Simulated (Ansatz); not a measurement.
**Profile along the Hg–F line in HgF2 (fluorite)**

HgF₂ (fluorite)

```yaml
crystal:
  lattice:
    - [0.00000, 2.72655, 2.72655]
    - [2.72655, 0.00000, 2.72655]
    - [2.72655, 2.72655, 0.00000]
  atoms:
    - { symbol: Hg, position: [0.00000, 0.00000, 0.00000] }
    - { symbol: F, position: [0.75000, 0.75000, 0.75000] }
    - { symbol: F, position: [0.25000, 0.25000, 0.25000] }
```

Fields along a shortest Hg–F line of a {110} plane (2.36 Å), from Hg to F, interpolated on the slice's grid (step about 0.2 Å). Level of theory: LDA (plane waves to 420 eV, PAW, scalar-relativistic; Ansatz, a quantum-chemistry and plane-wave program). k mesh 10×10×10. Inside the PAW spheres the values are not all-electron values, and peaks at nuclei hang on which shells count as valence. HgF2 was relaxed with its symmetry unable to fall. Spin-orbit coupling is left out, though Hg is heavy.

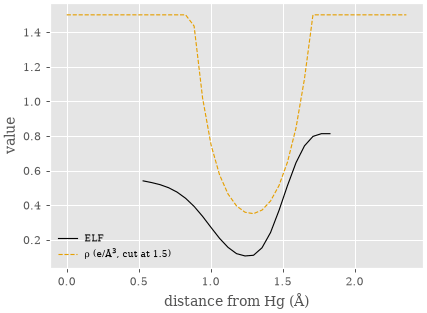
Figure. ELF (away from the nuclei) and valence density from Hg to F.

Density on the Hg–F line (2.36 Å) at its density minimum, 1.3 Å from Hg: 0.35 e/Å³. ELF at that point: 0.1. Character of the Hg–F contact (rough rule: ELF there above 0.7 covalent, below 0.2 ionic, polar between): closed-shell (ionic).
